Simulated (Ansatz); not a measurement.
**C2H5AlF (SMILES [CH2][Al]([CH3])[F]): levels of theory compared**

Aim: a comparison of 6 runs (U-wB97M-V/def2-SVP, UB2PLYP/def2-SVP, UPBE-QIDH/def2-SVP, UPBE/def2-SVP, RPA@PBE0/def2-SVP, UCCSD(T)/def2-SVP) of C2H5AlF. 

The calculation is run with Ansatz 0.2.0.

55 further runs of the same task are left out: 1 that didn't finish, 54 set aside as unsound or not needed.

## Step 1: The molecule

C2H5AlF has 9 atoms, charge 0, and is taken as a doublet. As SMILES, `[CH2][Al]([CH3])[F]`. One bond was lengthened or shortened from a relaxed shape.

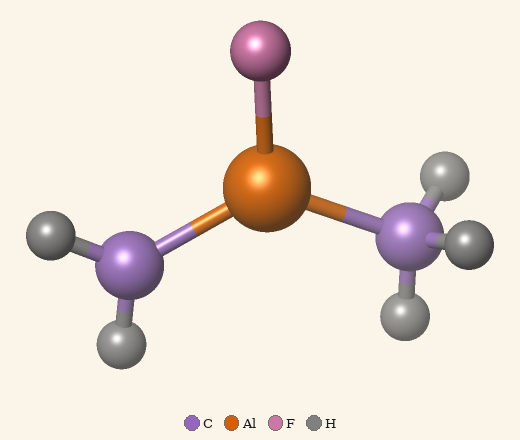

Viewed from a chosen angle; carbon purple, aluminium orange, fluorine pink, hydrogen grey.

## Step 2: A single-point energy at U-wB97M-V/def2-SVP (run 1)

job.yaml reads:

```yaml
crystal:
  periodic: [false, false, false]
  atoms:
    - {symbol: C, position_ang: [-0.665343, 1.734585, -0.620796]}
    - {symbol: Al, position_ang: [-0.091743, -0.081615, -0.397296]}
    - {symbol: C, position_ang: [0.628157, -0.855215, 1.228504]}
    - {symbol: F, position_ang: [-0.253200, -1.209400, -1.924700]}
    - {symbol: H, position_ang: [-1.065743, 2.136285, -1.549596]}
    - {symbol: H, position_ang: [-0.627943, 2.483885, 0.168204]}
    - {symbol: H, position_ang: [0.011757, -1.692715, 1.569804]}
    - {symbol: H, position_ang: [1.632257, -1.256315, 1.059304]}
    - {symbol: H, position_ang: [0.688957, -0.129215, 2.042904]}
basis:
  gaussian:
    orbitals: def2-SVP
magnetization:
  spin_polarized: true
  initial_magnetization: 1
hamiltonian:
  xc: {name: wB97M-V}
accuracy: high
output: {orbitals: {seedname: orbitals}}
```

On the command line:

```
$ ansatz run job.yaml --threads 1 --pin off --max-ram 3480MiB --events-out events.jsonl --progress --plain --runs-dir runs
```

What it wrote:

```text
Warning: RAYON_NUM_THREADS=1 ignored (pool sized by the plan → 1); use --threads N
Functional definition: wB97M-V
  name "wB97M-V"
  parameter omega = 0.3/bohr
  parameter cx = 0.15
  parameter cx01 = 1.007
  parameter cx10 = 0.259
  parameter css00 = 0.443
  parameter css04 = -1.437
  parameter css10 = -4.535
  parameter css20 = -3.390
  parameter css43 = 4.278
  parameter cos00 = 1.000
  parameter cos10 = 1.358
  parameter cos20 = 2.924
  parameter cos21 = -8.812
  parameter cos60 = -1.390
  parameter cos61 = 9.142
  parameter b = 6.0
  parameter c = 0.01
  gx(w, u) = 1 - cx + cx01*u + cx10*w
  gss(w, u) = css00 + css04*u^4 + css10*w + css20*w^2 + css43*w^4*u^3
  gos(w, u) = cos00 + cos10*w + (cos20 + cos21*u)*w^2 + (cos60 + cos61*u)*w^6
  exchange = spin_sum(e_x_unif_sr(omega)*gx(b97_w, b97_u_x)) + cx*exact_x_sr(omega) + exact_x_lr(omega)
  correlation = spin_sum(e_c_pw_mod_same_spin*gss(b97_w, b97_u_same))
      + integral(e_c_pw_mod_opposite_spin*gos(b97_w_opposite, b97_u_opposite)) + vv10(b, c)
1912 factors; integrals over basis functions are off by at most 5.6e-9 eV
385 factors; integrals over basis functions are off by at most 2.4e-9 eV
mean field evaluation 1: about -11456.1819 eV, gradient 3.4e1 eV
mean field evaluation 2: about -11457.0465 eV, gradient 3.5e1 eV
mean field evaluation 4: about -11461.1107 eV, gradient 9.7e-1 eV
mean field evaluation 8: about -11461.2021 eV, gradient 8.7e-2 eV
mean field evaluation 16: about -11461.2022 eV, gradient 1.5e-4 eV
mean field -11461.20219120 eV, -421.1914118447 hartree, gradient 7.3e-8 eV, S^2 0.752721; 0 other end points of the search recorded, 0 dependent functions left out
reference -11461.20219599 eV, -421.1914120208 hartree; 20, 19 occupied and 65, 66 virtual orbitals, 1912 factors
Total energy: -11461.20219599 eV, -421.1914120208 hartree
```

Wall time 1.9 min (1 thread of Arm Neoverse V1, shared host); peak memory 1 GiB.

## Step 3: The energy at UB2PLYP/def2-SVP (run 2)

molecule.yaml reads:

```yaml
crystal:
  periodic: [false, false, false]
  atoms:
    - {symbol: C, position_ang: [-0.665343, 1.734585, -0.620796]}
    - {symbol: Al, position_ang: [-0.091743, -0.081615, -0.397296]}
    - {symbol: C, position_ang: [0.628157, -0.855215, 1.228504]}
    - {symbol: F, position_ang: [-0.253200, -1.209400, -1.924700]}
    - {symbol: H, position_ang: [-1.065743, 2.136285, -1.549596]}
    - {symbol: H, position_ang: [-0.627943, 2.483885, 0.168204]}
    - {symbol: H, position_ang: [0.011757, -1.692715, 1.569804]}
    - {symbol: H, position_ang: [1.632257, -1.256315, 1.059304]}
    - {symbol: H, position_ang: [0.688957, -0.129215, 2.042904]}
basis:
  gaussian:
    orbitals: def2-SVP
magnetization:
  spin_polarized: true
  initial_magnetization: 1
hamiltonian:
  xc: {name: B2PLYP}
correlation:
  frozen_orbitals: {Al: 5, C: 1, F: 1, H: 0}
accuracy: high
output:
  orbitals: {seedname: orbitals}
```

On the command line:

```
$ ansatz run molecule.yaml --threads 1 --pin off --max-ram 3480MiB --events-out events.jsonl --progress --plain --runs-dir runs
```

What it wrote:

```text
Warning: RAYON_NUM_THREADS=1 ignored (pool sized by the plan → 1); use --threads N
Functional definition: B2PLYP
  name "B2PLYP"
  parameter a = 0.53
  parameter c = 0.27
  exchange = (1 - a)*b88_x + a*exact_x
  correlation = (1 - c)*lyp_c + c*(mp2_os + mp2_ss)
1912 factors; integrals over basis functions are off by at most 5.6e-9 eV
mean field evaluation 1: about -11445.9675 eV, gradient 3.5e1 eV
mean field evaluation 2: about -11446.0017 eV, gradient 3.5e1 eV
mean field evaluation 4: about -11451.2487 eV, gradient 5.0e0 eV
mean field evaluation 8: about -11451.3513 eV, gradient 2.0e-1 eV
mean field evaluation 16: about -11451.3518 eV, gradient 1.4e-4 eV
mean field -11451.35175877 eV, -420.8294151297 hartree, gradient 3.4e-8 eV, S^2 0.754137; 0 other end points of the search recorded, 0 dependent functions left out
8 core orbitals not correlated: weight in the atoms' cores, before any rotation towards them, 1.000 or more for the frozen orbitals, at most 0.000 for the correlated occupied ones
reference -11451.35178496 eV, -420.8294160922 hartree; 12, 11 occupied and 65, 66 virtual orbitals, 1912 factors
second order -16.89797956 eV of doubles, -0.00000000 eV of singles
Total energy: -11455.91423944 eV, -420.9970832018 hartree
```

It took 16 s on 1 thread of Arm Neoverse V1, shared host; peak memory 0.38 GiB.

Runs 3 to 4 aren't shown in full; the table further down has their settings and results.

## Step 4: The energy at RPA@PBE0/def2-SVP (run 5)

run.yaml reads:

```yaml
crystal:
  periodic: [false, false, false]
  atoms:
    - {symbol: C, position_ang: [-0.665343, 1.734585, -0.620796]}
    - {symbol: Al, position_ang: [-0.091743, -0.081615, -0.397296]}
    - {symbol: C, position_ang: [0.628157, -0.855215, 1.228504]}
    - {symbol: F, position_ang: [-0.253200, -1.209400, -1.924700]}
    - {symbol: H, position_ang: [-1.065743, 2.136285, -1.549596]}
    - {symbol: H, position_ang: [-0.627943, 2.483885, 0.168204]}
    - {symbol: H, position_ang: [0.011757, -1.692715, 1.569804]}
    - {symbol: H, position_ang: [1.632257, -1.256315, 1.059304]}
    - {symbol: H, position_ang: [0.688957, -0.129215, 2.042904]}
basis:
  gaussian:
    orbitals: def2-SVP
magnetization:
  spin_polarized: true
  initial_magnetization: 1
hamiltonian:
  xc: {name: PBE0}
correlation:
  method: rpa
  frozen_orbitals: {Al: 5, C: 1, F: 1, H: 0}
accuracy: high
```

On the command line:

```
$ ansatz run run.yaml --threads 1 --pin off --max-ram 3480MiB --events-out events.jsonl --progress --plain --runs-dir runs
```

What it wrote:

```text
Warning: RAYON_NUM_THREADS=1 ignored (pool sized by the plan → 1); use --threads N
Functional definition: PBE0
  name "PBE0"
  parameter a = 0.25
  parameter kappa = 0.804
  parameter beta = 0.06672455060314922
  exchange = (1 - a)*pbe_x(kappa = kappa, mu = beta*pi^2/3) + a*exact_x
  correlation = pbe_c(beta = beta)
1912 factors; integrals over basis functions are off by at most 5.6e-9 eV
mean field evaluation 1: about -11447.1921 eV, gradient 4.3e1 eV
mean field evaluation 2: about -11447.3458 eV, gradient 4.2e1 eV
mean field evaluation 4: about -11454.9007 eV, gradient 1.1e1 eV
mean field evaluation 8: about -11455.3704 eV, gradient 1.2e-1 eV
mean field evaluation 16: about -11455.3705 eV, gradient 4.0e-5 eV
mean field -11455.37054279 eV, -420.9771027184 hartree, gradient 9.6e-9 eV, S^2 0.753294; 0 other end points of the search recorded, 0 dependent functions left out
8 core orbitals not correlated: weight in the atoms' cores, before any rotation towards them, 1.000 or more for the frozen orbitals, at most 0.000 for the correlated occupied ones
reference -11423.31082430 eV, -419.7989297950 hartree; 12, 11 occupied and 65, 66 virtual orbitals, 1912 factors
Total energy: -11444.07660766 eV, -420.5620582576 hartree
```

Wall time 21 s (1 thread of Arm Neoverse V1, shared host); peak memory 0.38 GiB.

## Step 5: The energy at UCCSD(T)/def2-SVP (run 6)

job.yaml: that of step 2 with these lines changed.

```diff
@@ -13,10 +13,6 @@
 basis:
-  gaussian:
-    orbitals: def2-SVP
-magnetization:
-  spin_polarized: true
-  initial_magnetization: 1
-hamiltonian:
-  xc: {name: wB97M-V}
+  gaussian: {orbitals: def2-SVP}
+magnetization: {spin_polarized: true, initial_magnetization: 1}
+correlation: {method: ccsd_t, frozen_orbitals: {Al: 5, C: 1, F: 1, H: 0}}
 accuracy: high
-output: {orbitals: {seedname: orbitals}}
+scf: {omitted_lower_state_checks: [cluster_reference, increment]}
```

On the command line:

```
$ ansatz run job.yaml --threads 1 --pin off --max-ram 3480MiB --events-out events.jsonl --progress --plain --runs-dir runs
```

What it wrote:

```text
Warning: RAYON_NUM_THREADS=1 ignored (pool sized by the plan → 1); use --threads N
Functional definition: HF
  name "HF"
  exchange = exact_x
  correlation = 0
these checks for a lower state are left out or cut short: cluster_reference, increment
1912 factors; integrals over basis functions are off by at most 5.6e-9 eV
mean field evaluation 1: about -11420.5503 eV, gradient 2.6e1 eV
mean field evaluation 2: about -11420.5953 eV, gradient 2.7e1 eV
mean field evaluation 4: about -11423.7349 eV, gradient 2.3e0 eV
mean field evaluation 8: about -11423.7859 eV, gradient 2.7e-1 eV
mean field evaluation 16: about -11423.7873 eV, gradient 2.0e-8 eV
mean field -11423.78732087 eV, -419.8164407209 hartree, gradient 6.7e-8 eV, S^2 0.757998; 0 other end points of the search recorded, 0 dependent functions left out
8 core orbitals not correlated: weight in the atoms' cores, before any rotation towards them, 1.000 or more for the frozen orbitals, at most 0.000 for the correlated occupied ones
reference -11423.78732087 eV, -419.8164407209 hartree; 12, 11 occupied and 65, 66 virtual orbitals, 1912 factors
second order -13.86595454 eV of doubles, -0.00000000 eV of singles
cycle   1  -14.51268303 eV  change   -6.5e-1 eV  update   9.1e-2
cycle   2  -14.84124374 eV  change   -3.3e-1 eV  update   3.0e-2
cycle   3  -14.96049304 eV  change   -1.2e-1 eV  update   1.8e-2
cycle   4  -14.96522811 eV  change   -4.7e-3 eV  update   4.8e-3
cycle   5  -14.96237344 eV  change    2.9e-3 eV  update   2.2e-3
cycle   6  -14.96203069 eV  change    3.4e-4 eV  update   7.9e-4
cycle   7  -14.96217818 eV  change   -1.5e-4 eV  update   3.5e-4
cycle   8  -14.96223849 eV  change   -6.0e-5 eV  update   1.2e-4
cycle   9  -14.96227164 eV  change   -3.3e-5 eV  update   5.5e-5
cycle  10  -14.96227593 eV  change   -4.3e-6 eV  update   1.9e-5
cycle  11  -14.96227334 eV  change    2.6e-6 eV  update   8.4e-6
cycle  12  -14.96227335 eV  change   -7.2e-9 eV  update   3.5e-6
cycle  13  -14.96227565 eV  change   -2.3e-6 eV  update   1.3e-6
cycle  14  -14.96227600 eV  change   -3.5e-7 eV  update   5.6e-7
cycle  15  -14.96227652 eV  change   -5.2e-7 eV  update   1.9e-7
cycle  16  -14.96227668 eV  change   -1.6e-7 eV  update   9.7e-8
cycle  17  -14.96227667 eV  change    1.0e-8 eV  update   4.2e-8
cycle  18  -14.96227667 eV  change    1.8e-9 eV  update   2.5e-8
cycle  19  -14.96227611 eV  change    5.6e-7 eV  update   8.7e-8
cycle  20  -14.96227613 eV  change   -2.1e-8 eV  update   2.1e-8
cycle  21  -14.96227612 eV  change    1.0e-8 eV  update   7.9e-9
cycle  22  -14.96227612 eV  change   3.8e-10 eV  update   3.0e-9
cycle  23  -14.96227612 eV  change   -1.1e-9 eV  update   1.1e-9
perturbative correction -0.32474031 eV, -0.0119339863 hartree
Total energy: -11439.07433730 eV, -420.3782282127 hartree
Checks for a lower state left out: cluster_reference, increment
```

Wall time 58 s (1 thread of Arm Neoverse V1, shared host); peak memory 0.89 GiB.

## Step 6: The series

| run | level | frozen core orbitals | energy (Eh) | HOMO energy (eV) | LUMO energy (eV) | ⟨S²⟩ | wall time |
| --- | --- | --- | --- | --- | --- | --- | --- |
| 1 | U-wB97M-V/def2-SVP | – | -421.191412 | -9.47 | -0.99 | 0.753 | 1.9 min |
| 2 | UB2PLYP/def2-SVP | 8 | -420.997083 | -8.61 | -1.44 | 0.754 | 16 s |
| 3 | UPBE-QIDH/def2-SVP | 8 | -420.816542 | -9.70 | -0.71 | 0.755 | 16 s |
| 4 | UPBE/def2-SVP | – | -420.935797 | -6.08 | -4.03 | 0.753 | 9 s |
| 5 | RPA@PBE0/def2-SVP | 8 | -420.562058 | – | – | 0.753 | 21 s |
| 6 | UCCSD(T)/def2-SVP | 8 | -420.378228 | – | – | 0.758 | 58 s |

## Step 7: Outcome

| quantity | value |
| --- | --- |
| run 6: total energy | -420.37823 Eh |
| run 6: correlation energy (8 core orbitals frozen) | -561.8 mEh |
| run 6: (T) correction | -11.93 mEh |
| run 6: ⟨S²⟩ of the reference determinant | 0.758 |
| run 6: T1 diagnostic | 0.013 |

Totals of different functionals can't be ranked against each other. All runs together took 3.8 min, the longest 1.9 min.
